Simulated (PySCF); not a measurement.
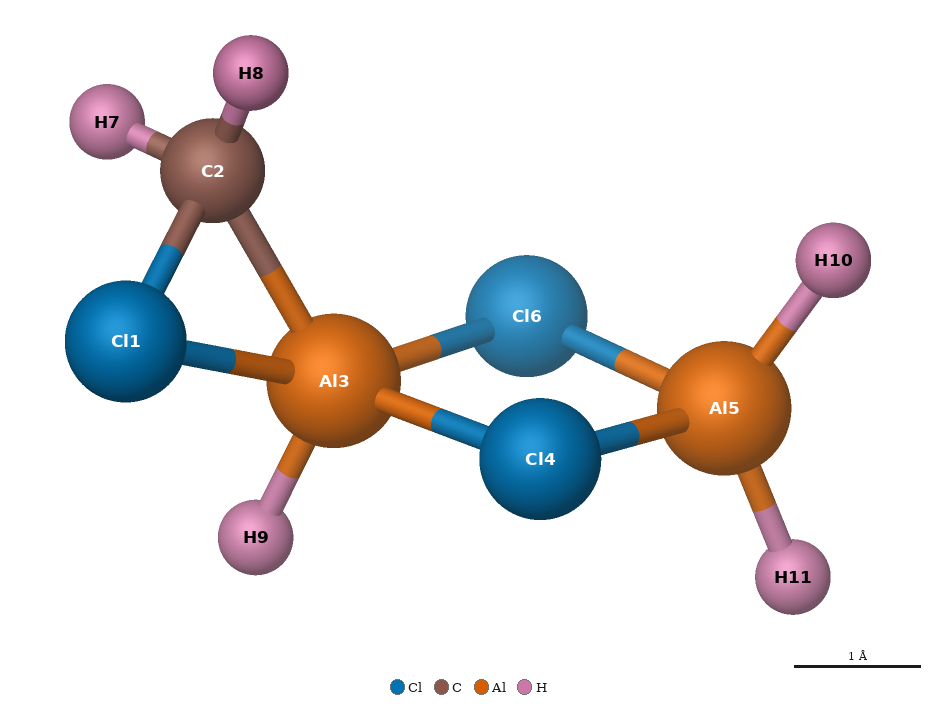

The atoms are numbered. Computed geometry: GFN2-xTB optimisation. No frequency run is at hand to confirm it as a minimum.

List the bonds and their lengths.

```
   bond  length (Å)
 Cl1–C2       1.832
Cl1–Al3       2.300
 C2–Al3       2.006
  C2–H7       1.090
  C2–H8       1.091
Al3–Cl4       2.199
Al3–Cl6       2.237
 Al3–H9       1.534
Cl4–Al5       2.187
Al5–Cl6       2.162
Al5–H10       1.542
Al5–H11       1.541
```
